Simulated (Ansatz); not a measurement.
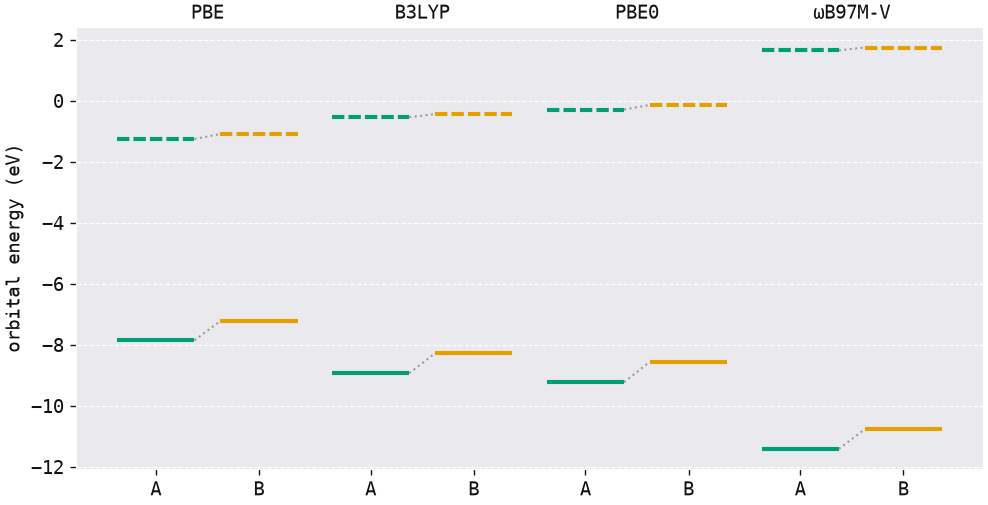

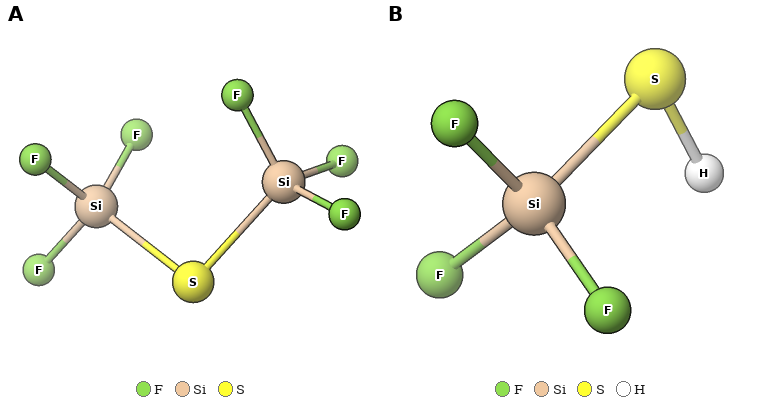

One change: A, Si₂SF₆ (SMILES F[Si](F)(F)S[Si](F)(F)F), becomes B, SiHSF₃ (SMILES F[Si](F)(F)S). SiF₃ (bound through Si) on S is replaced by H. HOMO (solid) and LUMO (dashed) computed in def2-TZVPP at PBE0-D4/def2-TZVP geometries, both minima by their frequencies, gas phase, the Ansatz code. Empty levels above zero depend strongly on the basis.

**What does the change do to HOMO and LUMO?**

PBE: the HOMO rises by 0.63 eV, the LUMO rises by 0.16 eV, and the separation goes from 6.60 to 6.13 eV. B3LYP: the HOMO rises by 0.65 eV, the LUMO rises by 0.10 eV, and the separation goes from 8.39 to 7.84 eV. PBE0: the HOMO rises by 0.67 eV, the LUMO rises by 0.15 eV, and the separation goes from 8.94 to 8.42 eV. ωB97M-V: the HOMO rises by 0.64 eV, the LUMO rises by 0.09 eV, and the separation goes from 13.07 to 12.51 eV.

**Do the functionals agree on the effect?**

They agree on the direction for both levels; the HOMO shift lies between 0.63 and 0.67 eV and the LUMO shift between 0.09 and 0.16 eV, while the separations themselves differ by up to 6.5 eV between functionals.
